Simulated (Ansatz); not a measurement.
# Run report: CH₁₀BNOSi₂, nudged elastic band (part 1 of 2)

The run: nudged elastic band of CH₁₀BNOSi₂. Method and program: RKS BLYP-D4/cc-pVDZ (Ansatz 0.2.0).

It belongs to a series of runs on one base structure; here: band between the two ends.

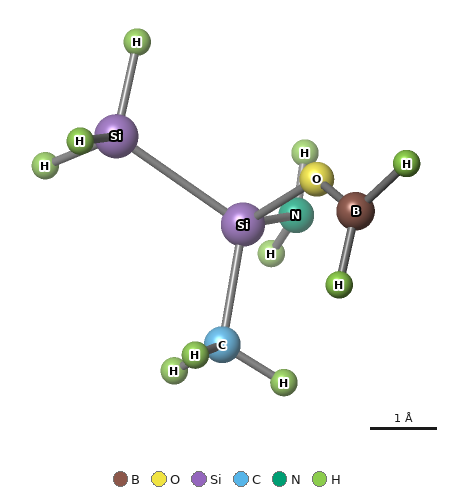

Figure 1. The structure as given in the input (ball-and-stick view, seen at a tilt).

**Input**
```yaml
crystal:
  periodic: [false, false, false]
  atoms:
    - { symbol: B, position_ang: [2.244657, -0.477868, -1.270218] }
    - { symbol: O, position_ang: [1.221208, 0.368157, -0.979134] }
    - { symbol: Si, position_ang: [-0.301764, 0.129506, -0.179353] }
    - { symbol: C, position_ang: [-0.654187, -1.690058, 0.18912] }
    - { symbol: "N", position_ang: [-1.486914, 0.679054, -1.361856] }
    - { symbol: Si, position_ang: [-0.102289, 1.462434, 1.77415] }
    - { symbol: H, position_ang: [3.199913, -0.017239, -1.868229] }
    - { symbol: H, position_ang: [2.206298, -1.651784, -0.9368] }
    - { symbol: H, position_ang: [0.129839, -2.119625, 0.843865] }
    - { symbol: H, position_ang: [-0.686521, -2.279225, -0.749915] }
    - { symbol: H, position_ang: [-1.629223, -1.796609, 0.708828] }
    - { symbol: H, position_ang: [-1.495681, 1.684017, -1.574731] }
    - { symbol: H, position_ang: [-2.454037, 0.377784, -1.190416] }
    - { symbol: H, position_ang: [1.027739, 1.006501, 2.662643] }
    - { symbol: H, position_ang: [0.137557, 2.903002, 1.399775] }
    - { symbol: H, position_ang: [-1.379392, 1.399052, 2.576471] }
basis:
  gaussian: { orbitals: cc-pVDZ }
hamiltonian:
  xc: blyp
  dispersion: d4
neb:
  order_check: false
  images: 7
  f_tol: 0.03
  max_iterations: 60
  final_atoms:
    - { symbol: B, position_ang: [2.27315219, -0.63390061, -1.13872207] }
    - { symbol: O, position_ang: [1.29534908, 0.28259516, -0.90982704] }
    - { symbol: Si, position_ang: [-0.28259888, 0.15087311, -0.19671645] }
    - { symbol: C, position_ang: [-0.78436889, -1.63998717, 0.13724195] }
    - { symbol: "N", position_ang: [-1.35775195, 0.78796322, -1.43877495] }
    - { symbol: Si, position_ang: [-0.09373319, 1.46049538, 1.77392032] }
    - { symbol: H, position_ang: [3.29092356, -0.24383595, -1.68064847] }
    - { symbol: H, position_ang: [2.13352941, -1.80030775, -0.8070569] }
    - { symbol: H, position_ang: [-0.07361377, -2.12739375, 0.83363083] }
    - { symbol: H, position_ang: [-0.80314359, -2.22141863, -0.8069761] }
    - { symbol: H, position_ang: [-1.79387161, -1.67816586, 0.59724655] }
    - { symbol: H, position_ang: [-1.27936961, 1.79108564, -1.64626295] }
    - { symbol: H, position_ang: [-2.35275466, 0.56096634, -1.32098066] }
    - { symbol: H, position_ang: [0.27029922, 2.88111731, 1.42460657] }
    - { symbol: H, position_ang: [-1.41438184, 1.48716011, 2.50439535] }
    - { symbol: H, position_ang: [0.94953753, 0.91985246, 2.719124] }
  initial_path:
    images:
      - { positions_ang: [[2.244657, -0.477868, -1.270218], [1.221208, 0.368157, -0.979134], [-0.301764, 0.129506, -0.179353], [-0.654187, -1.690058, 0.18912], [-1.486914, 0.679054, -1.361856], [-0.102289, 1.462434, 1.77415], [3.199913, -0.017239, -1.868229], [2.206298, -1.651784, -0.9368], [0.129839, -2.119625, 0.843865], [-0.686521, -2.279225, -0.749915], [-1.629223, -1.796609, 0.708828], [-1.495681, 1.684017, -1.574731], [-2.454037, 0.377784, -1.190416], [1.027739, 1.006501, 2.662643], [0.137557, 2.903002, 1.399775], [-1.379392, 1.399052, 2.576471]] }
      - { positions_ang: [[2.18119454, -0.53537523, -1.32647059], [1.34489843, 0.29584866, -0.80161307], [-0.23055456, 0.12436357, -0.13973072], [-0.62948755, -1.6700882, 0.22854382], [-1.32283173, 0.70563533, -1.38247585], [-0.17829073, 1.44689202, 1.7741922], [2.90479173, -0.03441813, -2.03515459], [2.19847478, -1.69166447, -1.07270321], [0.07756941, -2.09728016, 0.94574659], [-0.63560261, -2.27443277, -0.6927052], [-1.65269347, -1.7377603, 0.68311676], [-1.23994594, 1.70795665, -1.56094881], [-2.31339347, 0.50371305, -1.1914196], [0.98607859, 1.22984998, 2.58051352], [-0.20976374, 2.80325571, 1.40015242], [-1.30324068, 1.20060328, 2.63515632]] }
      - { positions_ang: [[2.11773208, -0.59288247, -1.38272319], [1.46858886, 0.22354032, -0.62409214], [-0.15934511, 0.11922114, -0.10010843], [-0.60478811, -1.65011839, 0.26796764], [-1.15874946, 0.73221666, -1.4030957], [-0.25429246, 1.43135004, 1.77423441], [2.60967047, -0.05159725, -2.20208018], [2.19065155, -1.73154493, -1.20860642], [0.02529981, -2.07493532, 1.04762819], [-0.58468423, -2.26964054, -0.6354954], [-1.67616394, -1.6789116, 0.65740552], [-0.98421088, 1.7318963, -1.54716663], [-2.17274994, 0.6296421, -1.19242319], [0.94441819, 1.45319896, 2.49838405], [-0.55708448, 2.70350943, 1.40052983], [-1.22708937, 1.00215457, 2.69384164]] }
      - { positions_ang: [[2.05426962, -0.6503897, -1.43897578], [1.59227929, 0.15123197, -0.44657122], [-0.08813567, 0.11407871, -0.06048615], [-0.58008866, -1.63014859, 0.30739146], [-0.99466719, 0.75879799, -1.42371556], [-0.33029419, 1.41580806, 1.77427661], [2.3145492, -0.06877638, -2.36900577], [2.18282833, -1.7714254, -1.34450963], [-0.02696978, -2.05259048, 1.14950978], [-0.53376584, -2.26484831, -0.57828559], [-1.69963441, -1.6200629, 0.63169428], [-0.72847581, 1.75583595, -1.53338444], [-2.03210641, 0.75557115, -1.19342679], [0.90275778, 1.67654793, 2.41625457], [-0.90440522, 2.60376314, 1.40090725], [-1.15093805, 0.80370585, 2.75252697]] }
      - { positions_ang: [[1.99080716, -0.70789694, -1.49522838], [1.71596971, 0.07892363, -0.26905029], [-0.01692622, 0.10893628, -0.02086387], [-0.55538921, -1.61017879, 0.34681529], [-0.83058492, 0.78537931, -1.44433541], [-0.40629593, 1.40026608, 1.77431881], [2.01942794, -0.0859555, -2.53593136], [2.17500511, -1.81130586, -1.48041284], [-0.07923937, -2.03024564, 1.25139138], [-0.48284745, -2.26005609, -0.52107579], [-1.72310488, -1.5612142, 0.60598304], [-0.47274075, 1.7797756, -1.51960226], [-1.89146288, 0.88150019, -1.19443039], [0.86109738, 1.89989691, 2.3341251], [-1.25172596, 2.50401685, 1.40128467], [-1.07478673, 0.60525714, 2.81121229]] }
      - { positions_ang: [[2.06139342, -0.68939786, -1.4061018], [1.61081456, 0.12984152, -0.42924448], [-0.08334439, 0.11942049, -0.06482701], [-0.61263413, -1.61763088, 0.29442195], [-0.96237668, 0.78602529, -1.44294529], [-0.32815524, 1.41532341, 1.77421919], [2.33730185, -0.12542561, -2.32211064], [2.16463619, -1.80855633, -1.31207385], [-0.07783297, -2.05453267, 1.14695124], [-0.56292149, -2.25039672, -0.59255087], [-1.74079656, -1.59045211, 0.60379892], [-0.67439797, 1.78260311, -1.55126743], [-2.00678583, 0.80136673, -1.22606795], [0.71339784, 2.14520201, 2.10674547], [-1.29238993, 2.24980266, 1.67706234], [-0.56870567, 0.68390597, 2.78819022]] }
      - { positions_ang: [[2.13197968, -0.67089878, -1.31697523], [1.5056594, 0.1807594, -0.58943867], [-0.14976255, 0.1299047, -0.10879016], [-0.66987905, -1.62508298, 0.24202862], [-1.09416844, 0.78667126, -1.44155518], [-0.25001456, 1.43038073, 1.77411956], [2.65517575, -0.16489573, -2.10828991], [2.15426726, -1.80580681, -1.14373487], [-0.07642657, -2.07881969, 1.04251111], [-0.64299552, -2.24073736, -0.66402594], [-1.75848824, -1.61969003, 0.6016148], [-0.87605518, 1.78543062, -1.5829326], [-2.12210877, 0.72123327, -1.25770552], [0.5656983, 2.39050711, 1.87936583], [-1.3330539, 1.99558848, 1.95284001], [-0.0626246, 0.7625548, 2.76516815]] }
      - { positions_ang: [[2.20256594, -0.6523997, -1.22784865], [1.40050424, 0.23167728, -0.74963286], [-0.21618072, 0.1403889, -0.15275331], [-0.72712397, -1.63253507, 0.18963529], [-1.2259602, 0.78731724, -1.44016506], [-0.17187387, 1.44543806, 1.77401994], [2.97304966, -0.20436584, -1.89446919], [2.14389834, -1.80305728, -0.97539588], [-0.07502017, -2.10310672, 0.93807097], [-0.72306956, -2.23107799, -0.73550102], [-1.77617992, -1.64892794, 0.59943067], [-1.0777124, 1.78825813, -1.61459778], [-2.23743172, 0.6410998, -1.28934309], [0.41799876, 2.63581221, 1.6519862], [-1.37371787, 1.74137429, 2.22861768], [0.44345647, 0.84120363, 2.74214607]] }
      - { positions_ang: [[2.27315219, -0.63390061, -1.13872207], [1.29534908, 0.28259516, -0.90982704], [-0.28259888, 0.15087311, -0.19671645], [-0.78436889, -1.63998717, 0.13724195], [-1.35775195, 0.78796322, -1.43877495], [-0.09373319, 1.46049538, 1.77392032], [3.29092356, -0.24383595, -1.68064847], [2.13352941, -1.80030775, -0.8070569], [-0.07361377, -2.12739375, 0.83363083], [-0.80314359, -2.22141863, -0.8069761], [-1.79387161, -1.67816586, 0.59724655], [-1.27936961, 1.79108564, -1.64626295], [-2.35275466, 0.56096634, -1.32098066], [0.27029922, 2.88111731, 1.42460657], [-1.41438184, 1.48716011, 2.50439535], [0.94953753, 0.91985246, 2.719124]] }
```

Run on 2 threads of Arm Neoverse V1, 24 GiB of memory available, shared host.

Launched with:
```bash
ansatz run input.yaml --threads 2 --pin off --max-ram 3072MiB --backend cpu --events-out ev --progress --plain --runs-dir out
```

**The program's output**
```
Engine: ansatz 0.2.0, aarch64-unknown-linux-gnu
Functional definition: BLYP
  parameter beta = 0.0042
  parameter a = 0.04918
  parameter b = 0.132
  parameter c = 0.2533
  parameter d = 0.349
  exchange = b88_x(beta = beta)
  correlation = lyp_c(a = a, b = b, c = c, d = d)
1723 factors; their error is unknown
mean field evaluation 1: about -21150.1474 eV, gradient 9.3e1 eV
mean field evaluation 2: about -21083.4562 eV, gradient 1.8e2 eV
mean field evaluation 4: about -21167.8086 eV, gradient 1.8e1 eV
mean field evaluation 8: about -21168.5577 eV, gradient 1.2e-1 eV
mean field evaluation 16: about -21168.4996 eV, gradient 9.1e-4 eV
mean field -21168.49957544 eV, -777.9280108732 hartree, gradient 1.5e-5 eV, S^2 0.000000; 0 other end points of the search recorded, 0 dependent functions left out
the calculation of the forces begins
reference -21168.50002852 eV, -777.9280275235 hartree; 32, 32 occupied and 110, 110 virtual orbitals, 1723 factors
1723 factors; their error is unknown
mean field evaluation 32: about -21168.4993 eV, gradient 3.1e-2 eV
mean field -21168.49932896 eV, -777.9280018150 hartree, gradient 1.5e-5 eV, S^2 0.000000; 0 other end points of the search recorded, 0 dependent functions left out
[... from here on the field's lines of each further geometry are left out, up to the last ...]
NEB iter   1: max|band force component| = 7.822e0 eV/Å  barrier→ = 3.8097 eV  barrier← = 3.8096 eV  Δτ_max = 0.1987 Å  (264 SCF iters)
NEB iter   2: max|band force component| = 3.075e0 eV/Å  barrier→ = 0.8631 eV  barrier← = 0.8631 eV  Δτ_max = 0.1942 Å  (209 SCF iters)
NEB iter   3: max|band force component| = 1.400e0 eV/Å  barrier→ = 0.4633 eV  barrier← = 0.4632 eV  Δτ_max = 0.1981 Å  (217 SCF iters)
NEB iter   4: max|band force component| = 1.635e0 eV/Å  barrier→ = 0.4130 eV  barrier← = 0.4129 eV  Δτ_max = 0.1002 Å  (216 SCF iters)
NEB iter   5: max|band force component| = 6.129e-1 eV/Å  barrier→ = 0.2996 eV  barrier← = 0.2995 eV  Δτ_max = 0.1992 Å  (205 SCF iters)
NEB iter   6: max|band force component| = 3.209e-1 eV/Å  barrier→ = 0.2392 eV  barrier← = 0.2392 eV  CI = image 4  Δτ_max = 0.2000 Å  (208 SCF iters)
NEB iter   7: max|band force component| = 3.278e-1 eV/Å  barrier→ = 0.1925 eV  barrier← = 0.1924 eV  CI = image 4  Δτ_max = 0.1993 Å  (209 SCF iters)
NEB iter   8: max|band force component| = 2.908e-1 eV/Å  barrier→ = 0.1476 eV  barrier← = 0.1475 eV  CI = image 4  Δτ_max = 0.2000 Å  (209 SCF iters)
NEB iter   9: max|band force component| = 2.178e-1 eV/Å  barrier→ = 0.1068 eV  barrier← = 0.1067 eV  CI = image 4  Δτ_max = 0.2000 Å  (212 SCF iters)
NEB iter  10: max|band force component| = 2.548e-1 eV/Å  barrier→ = 0.0783 eV  barrier← = 0.0782 eV  CI = image 4  Δτ_max = 0.1000 Å  (205 SCF iters)
NEB iter  11: max|band force component| = 2.487e-1 eV/Å  barrier→ = 0.0779 eV  barrier← = 0.0778 eV  CI = image 4  Δτ_max = 0.1970 Å  (208 SCF iters)
NEB iter  12: max|band force component| = 1.229e0 eV/Å  barrier→ = 0.0970 eV  barrier← = 0.0969 eV  CI = image 1  Δτ_max = 0.1007 Å  (208 SCF iters)
NEB iter  13: max|band force component| = 4.323e-1 eV/Å  barrier→ = 0.0598 eV  barrier← = 0.0597 eV  CI = image 4  Δτ_max = 0.0937 Å  (211 SCF iters)
NEB iter  14: max|band force component| = 1.926e-1 eV/Å  barrier→ = 0.0555 eV  barrier← = 0.0554 eV  CI = image 4  Δτ_max = 0.0463 Å  (208 SCF iters)
NEB iter  15: max|band force component| = 1.070e-1 eV/Å  barrier→ = 0.0528 eV  barrier← = 0.0528 eV  CI = image 4  Δτ_max = 0.0506 Å  (207 SCF iters)
NEB iter  16: max|band force component| = 5.375e-2 eV/Å  barrier→ = 0.0513 eV  barrier← = 0.0512 eV  CI = image 4  Δτ_max = 0.0887 Å  (210 SCF iters)
NEB iter  17: max|band force component| = 5.669e-2 eV/Å  barrier→ = 0.0503 eV  barrier← = 0.0502 eV  CI = image 4  Δτ_max = 0.0444 Å  (206 SCF iters)
NEB iter  18: max|band force component| = 3.561e-2 eV/Å  barrier→ = 0.0497 eV  barrier← = 0.0497 eV  CI = image 4  Δτ_max = 0.0444 Å  (209 SCF iters)
NEB iter  19: max|band force component| = 5.005e-1 eV/Å  barrier→ = 0.0494 eV  barrier← = 0.0493 eV  CI = image 4  Δτ_max = 0.0222 Å  (209 SCF iters)
NEB iter  20: max|band force component| = 2.026e-1 eV/Å  barrier→ = 0.0494 eV  barrier← = 0.0493 eV  CI = image 4  Δτ_max = 0.0222 Å  (209 SCF iters)
NEB iter  21: max|band force component| = 7.726e-2 eV/Å  barrier→ = 0.0495 eV  barrier← = 0.0494 eV  CI = image 4  Δτ_max = 0.0444 Å  (203 SCF iters)
NEB iter  22: max|band force component| = 6.506e-2 eV/Å  barrier→ = 0.0494 eV  barrier← = 0.0493 eV  CI = image 4  Δτ_max = 0.0444 Å  (189 SCF iters)
the calculation of the forces begins
reference -21168.49316090 eV, -777.9277751432 hartree; 32, 32 occupied and 110, 110 virtual orbitals, 1723 factors
1723 factors; their error is unknown
mean field evaluation 1376: about -21168.5052 eV, gradient 1.3e-1 eV
mean field -21168.45033032 eV, -777.9262011483 hartree, gradient 2.5e-5 eV, S^2 0.000000; 1 other end points of the search recorded, 0 dependent functions left out
the calculation of the forces begins
reference -21168.45078730 eV, -777.9262179419 hartree; 32, 32 occupied and 110, 110 virtual orbitals, 1723 factors
NEB iter  23: max|band force component| = 2.965e-2 eV/Å  barrier→ = 0.0494 eV  barrier← = 0.0493 eV  CI = image 4  Δτ_max = 0.0000 Å  (406 SCF iters)
```
